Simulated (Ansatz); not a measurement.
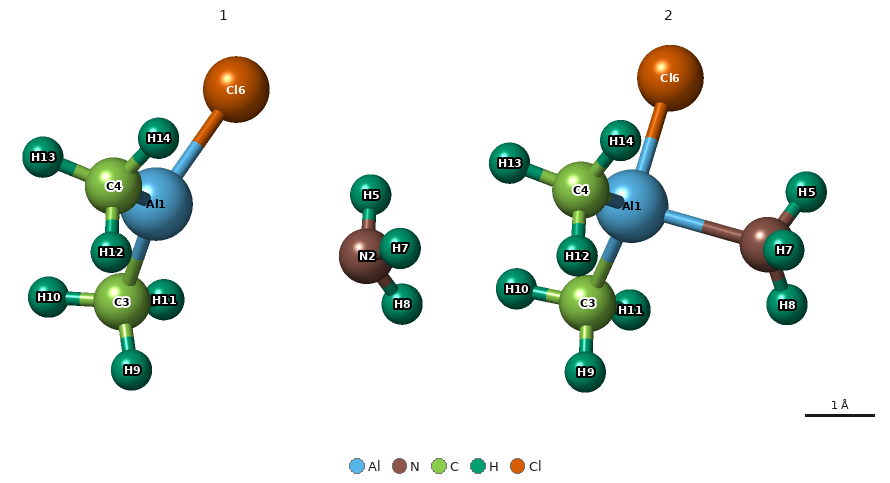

Two geometries of C2H9AlClN, drawn at one scale. One is the start of a relaxation, the other its converged end. A ball-and-stick model, seen from a free direction.

Level of theory: RKS PBE-D4/def2-SVP (Ansatz 0.2.0). Settings: no spin polarisation; force threshold 0.03 eV/Å; at most 50 steps.

**Which of the two is the end point?**

Structure 2 is the relaxed one. The run prepares an end point of a later path (reaction) calculation, from a guessed geometry. The energy falls by 89.6 kJ/mol in 9 geometry steps. Largest force component: 0.93 eV/Å at the start, 0.0046 eV/Å at the end. The largest move after the best rigid fit is that of H7, 0.90 Å. Largest moves by element: H 0.90 Å, N 0.67 Å, Al 0.45 Å, C 0.33 Å, Cl 0.25 Å. Near-neighbour distances that change, for instance: Al1–N2 3.199 → 2.088 Å, Al1–Cl6 2.212 → 2.190 Å, Al1–C3 1.954 → 1.974 Å, N2–H5 1.027 → 1.032 Å. New bonds form, among them: Al1–N2 (3.20 → 2.09 Å). Among the angles between lasting bonds that change: C3–Al1–C4 127.9° → 121.9°, Al1–C3–H9 110.3° → 112.6°.

Limits of the set-up: the start holds two separate molecules, 2.6 Å apart at their closest, whose relative position is a soft coordinate.
